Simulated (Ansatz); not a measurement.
Band structure of Os (P6_3/mmc, 4 atoms in the cell).

```
Os
1.0
    2.75459     0.00000     0.00000
   -1.37729     2.38555     0.00000
    0.00000     0.00000     8.86291
Os
4
Direct
  0.00000   0.00000   0.00000
  0.00000   0.00000   0.50000
  0.33333   0.66667   0.25000
  0.66667   0.33333   0.75000
```

Level of theory: PBE (plane waves, PAW; Ansatz, a first-principles code).

Settings: kpoints.mp_grid.grid = 9 9 3; hamiltonian.xc = pbe; hamiltonian.pseudopotentials = {kind: paw} (the program's default PAW files); scf.occupations.method = gaussian; scf.occupations.width = 0.1 eV; kpoints.band_path.npoints = 8.

The starting cell was generated: these elements placed on a structure prototype, without a prior relaxation; it need not be a known phase or ordering of this composition. Its lattice was rescaled by a random factor within 2.5 % of one. Spin-orbit coupling is off. Spin polarisation is off.

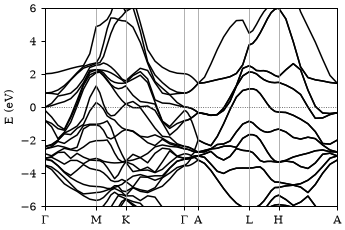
Figure: Bands along the path, energies from the Fermi level.

Levels in eV from the Fermi level, bands 29 to 36:
| point | 29 | 30 | 31 | 32 | 33 | 34 | 35 | 36 |
|---|---|---|---|---|---|---|---|---|
| Γ | -2.53 | -2.38 | -2.38 | -0.82 | -0.82 | -0.21 | 0.00 | 0.00 |
| M | -1.04 | 0.28 | 1.28 | 2.08 | 2.13 | 2.26 | 2.27 | 2.54 |
| K | -1.36 | -1.36 | 0.19 | 0.19 | 1.29 | 1.46 | 1.46 | 1.59 |
| A | -2.72 | -2.72 | -1.99 | -1.99 | -0.34 | -0.34 | -0.34 | -0.34 |
| L | -0.86 | -0.86 | 1.10 | 1.10 | 2.13 | 2.13 | 2.50 | 2.50 |
| H | -1.33 | -1.33 | -0.30 | -0.30 | 1.50 | 1.50 | 1.83 | 1.83 |

Bands cross the Fermi level along this path, so the cell is metallic at this level.

Keys are those of Ansatz 0.2.
